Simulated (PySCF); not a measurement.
# C3H13PSi2: what the fields show

The calculation's input:

```
{"job": {"kind": "nmr", "xc": "PBE0", "basis": "pcSseg-1"}, "charge": 0, "multiplicity": 1}
C     -1.321756    -0.890463     1.683713
Si    -0.905408     0.407411     0.351131
C     -2.345957     0.475365    -0.895307
Si     1.091803    -0.153275    -0.745176
C      2.329898    -1.019347     0.420809
P      2.226759     1.578368    -1.636490
H     -0.570247    -0.908176     2.467061
H     -1.372804    -1.888844     1.258502
H     -2.279519    -0.686061     2.153129
H     -0.849722     1.724670     1.024536
H     -2.152716     1.199843    -1.681163
H     -2.501369    -0.488268    -1.372911
H     -3.278109     0.755986    -0.413230
H      0.903560    -1.051443    -1.906126
H      1.935236    -1.966773     0.773632
H      3.271265    -1.217721    -0.084139
H      2.548906    -0.407006     1.291700
H      2.152833     2.372601    -0.507021
H      1.107543     2.172384    -2.190111
```

Command:

```sh
OMP_NUM_THREADS=1 python probes_run.py task.json out
```

Geometry: GFN2-xTB.

Level of theory: PySCF, PBE0/pcSseg-1, SCF density, gas phase, non-relativistic.

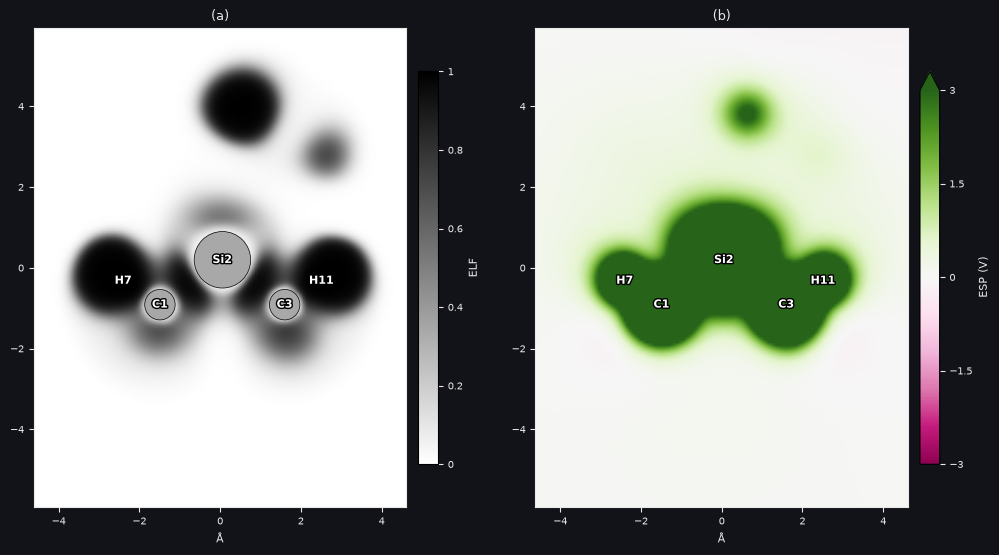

Figure 1. (a) ELF; (b) electrostatic potential on the plane of atoms Si2, C1 and H7. Grey discs cover the atomic cores in the ELF map.

What do the fields say about this system?

- Atoms in the plane: C, Si and H.
- C–Si (1.91 Å): the ELF peaks at about 0.95 between the atoms (a covalent bond).
- C–H (1.09 Å): the ELF climbs to about 1 towards the hydrogen, as it does in any bond to H; a covalent bond by its length.
- The potential has no marked negative region in this plane.

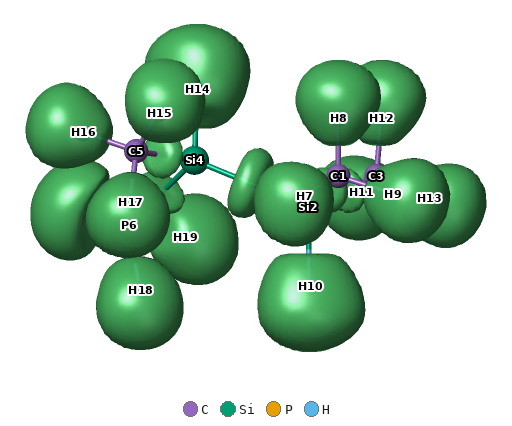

Figure 2. Isosurface of the electron localisation function at 0.9 (green), seen from one side. Only the valence region is drawn (cores and ρ < 0.01 e/Å³ removed).

Identify the bonds, lone pairs and shells in this picture.

The ELF exceeds this value in three regions between bonded C–Si atoms (shared pairs), one region between bonded P–Si atoms (shared pairs), one region between bonded Si–Si atoms (shared pairs), 13 regions around hydrogen nuclei and one lobe on P, pointing away from the bonds (lone pairs).


 Si–P (2.25 Å): the ELF peaks at about 0.95 between the atoms; a shared electron pair.

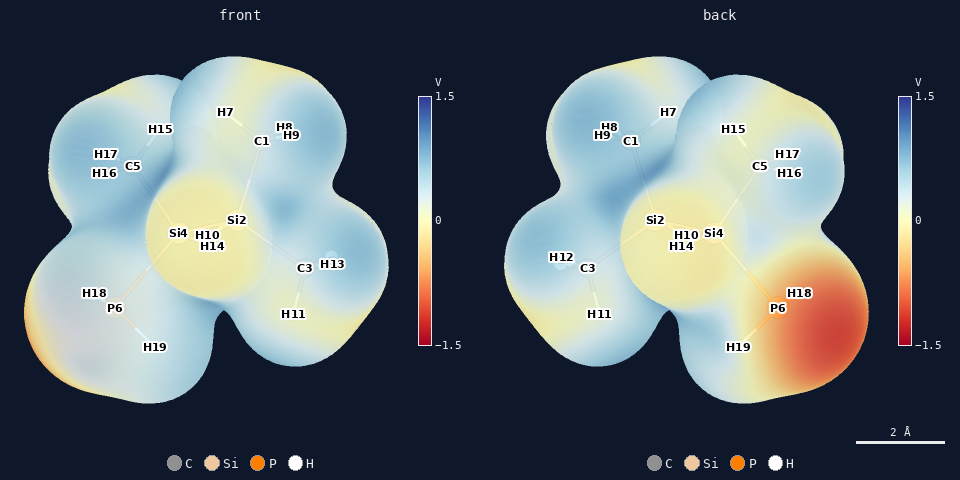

Figure 3. The electrostatic potential painted on the density surface at 0.002 e/bohr³, seen from the front and from behind; red is negative and blue positive.

Describe the electrostatic potential map.

The most negative region (about −1.1 V) lies over P6, the most positive (about +0.9 V) over Si2 and Si4.
